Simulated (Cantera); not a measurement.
Feed: 1 mol Al(CH3)3, 13 mol N2, 8.5 mol H2, equilibrated at 0.0100 bar.

Method: chemical equilibrium by Gibbs-energy minimisation in Cantera with the NASA 1993 tables (ideal gas, pure condensed phases). Candidate condensed phases: Al, AlN, C, C6H6, C7H8, C8H18; 97 gas species. The feed counts by its element totals alone. The numbers say what is thermodynamically allowed, not how fast it happens.

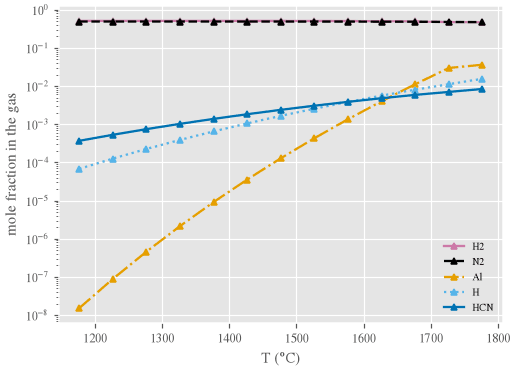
*Equilibrium gas composition (values under 1e-9 drawn at 1e-9)*

From 1177 °C to 1727 °C the condensed part is AlN(s) + C(graphite). At 1777 °C the condensed part is C(graphite). The main Al-bearing gas is Al throughout.
